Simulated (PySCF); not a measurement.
# C6H18GeN2 (Ge(NMeEt)2H2): the cost of one run

Programs: PySCF 2.14.0, with density-fitted response routines of our own. Each step states its level of theory. These are calculated values for one molecule in the gas phase, unless marked as measured. Atoms are numbered from 0 throughout.

### 1 The molecule as given

27 atoms, charge 0, multiplicity 1; geometry from: GFN2-xTB. The atoms were then displaced at random by about 0.03 Å, so the start is not that level's minimum.

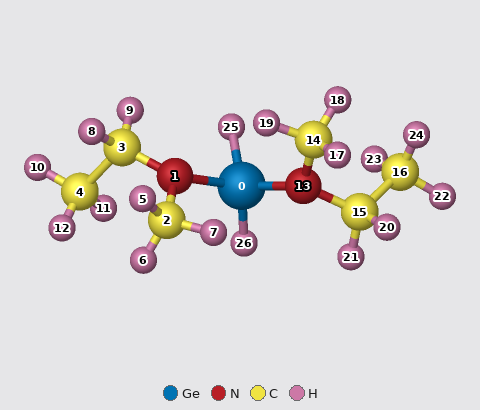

The starting geometry (germanium blue, nitrogen red, carbon yellow, hydrogen pink), atoms numbered; sticks join atoms by distance.

### 2 Relaxing the molecule at PBE0-D3(BJ)/def2-SVP

Job settings and geometry (Å):

```
{"job": {"xc": "PBE0", "basis": "def2-SVP", "d3": "d3bj", "grid": 1, "maxiter": 40, "shake": 0.03, "kind": "geom"}, "charge": 0, "multiplicity": 1}
Ge    -0.569960    -0.102360    -0.431630
N     -0.534940     0.446550     1.303250
C      0.023180    -0.466660     2.225820
C     -1.407030     1.348110     1.876580
C     -2.826150     0.641300     2.249950
H      0.503320     0.111260     3.081690
H     -0.597930    -1.196190     2.656080
H      0.926340    -0.986140     1.729040
H     -1.074020     1.841770     2.826460
H     -1.731280     2.109550     1.175760
H     -3.551380     1.390760     2.678220
H     -3.229330     0.167890     1.431940
H     -2.737850    -0.048600     3.031100
N      1.026560    -0.446420    -0.894920
C      2.117990     0.474490    -0.672900
C      1.323720    -1.300750    -2.005710
C      1.241000    -0.651820    -3.411430
H      3.054410     0.002960    -0.513050
H      2.248190     1.203360    -1.483650
H      1.818660     1.079220     0.249420
H      2.270780    -1.786130    -1.930960
H      0.606610    -2.207440    -2.001950
H      1.406050    -1.393350    -4.249610
H      0.236570    -0.224030    -3.548640
H      2.038210     0.052580    -3.505990
H     -1.310140     1.226270    -1.098380
H     -1.424160    -1.331820    -0.746080
```

Launch:

```sh
OMP_NUM_THREADS=2 python probes_run.py task.json out
```

This one command runs all jobs of the session in turn.

**Question.** How long does this first job take on 2 threads of Intel Xeon Platinum 8223CL at 3.00GHz, shared host, and how much memory does it need?

About 4.3 min, with a peak of 1.4 GiB.
